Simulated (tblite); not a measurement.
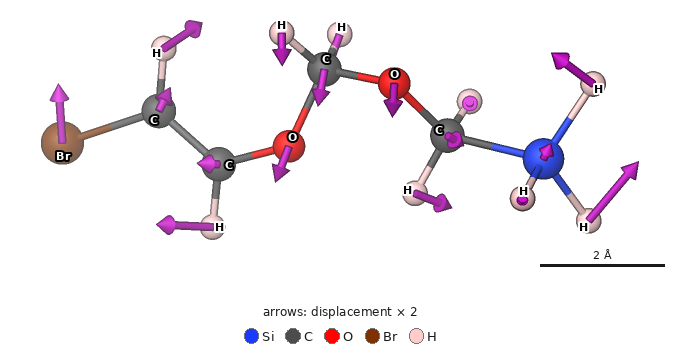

This is a relaxation of C$_{4}$H$_{9}$BrO$_{2}$Si. The starting structure is drawn; purple arrows show the displacements, magnified 2 times. The two geometries are superimposed by the best rigid fit.

Style: ball-and-stick. Shown at a tilt.

All numbers below come from tblite 0.8.0, GFN2-xTB geometry optimisation, gas phase. 

Describe the change and its energy.

Over 101 geometry steps the energy falls by 0.499 eV. The largest move after the best rigid fit is that of an H atom, 0.65 Å. By element the largest moves are H 0.65 Å, Br 0.51 Å, O 0.32 Å, C 0.31 Å, Si 0.16 Å. Some distances before and after: Br–C 1.928 → 1.888 Å, C–O 1.380 → 1.343 Å, C–O 1.394 → 1.427 Å, C–O 1.402 → 1.369 Å. Among the angles between lasting bonds that change: C–O–C 127.1° → 118.1°, Si–C–H 104.3° → 112.8°, O–C–H 116.3° → 108.8°. Groups turn about C–O by about 25°.
